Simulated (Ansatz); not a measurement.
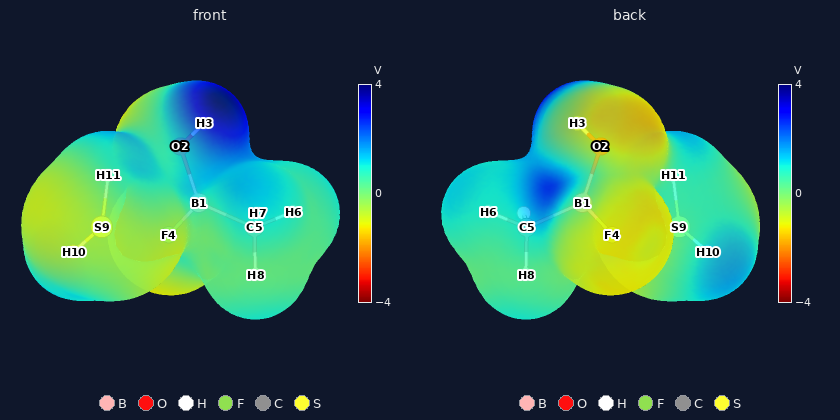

CH$_{4}$BFO···H$_{2}$S. The electrostatic potential painted on the density surface at 0.004 e/bohr³, seen from the front and from behind; the colour scale runs from red (negative) to blue (positive).

Not at a stationary point (largest force 1.1 eV/Å).

All numbers below come from RHF/def2-SVP in Ansatz.

```xyz
11

B    -0.1698   -0.1994    0.2192
O    -0.3322   -0.5266    1.5473
H    -1.2284   -0.6810    1.7985
F     1.0868   -0.0813   -0.1754
C    -1.3580   -0.0978   -0.8124
H    -1.7018   -1.1044   -1.0757
H    -2.2122    0.4379   -0.3928
H    -1.0534    0.4040   -1.7311
S     0.0631    2.6939    1.3094
H     1.3594    2.6019    1.0008
H     0.0768    1.5811    2.1070
```

Question: Which sites attract a positive test charge, and which a negative one?

Answer: A positive charge is drawn to the negative regions and a negative charge to the positive ones. The most negative region (about −1.6 V, or −37 kcal/mol for a unit charge) lies over O2, the most positive (about +3.8 V, or +88 kcal/mol for a unit charge) over H3. O2 is the likeliest acceptor of a hydrogen bond.
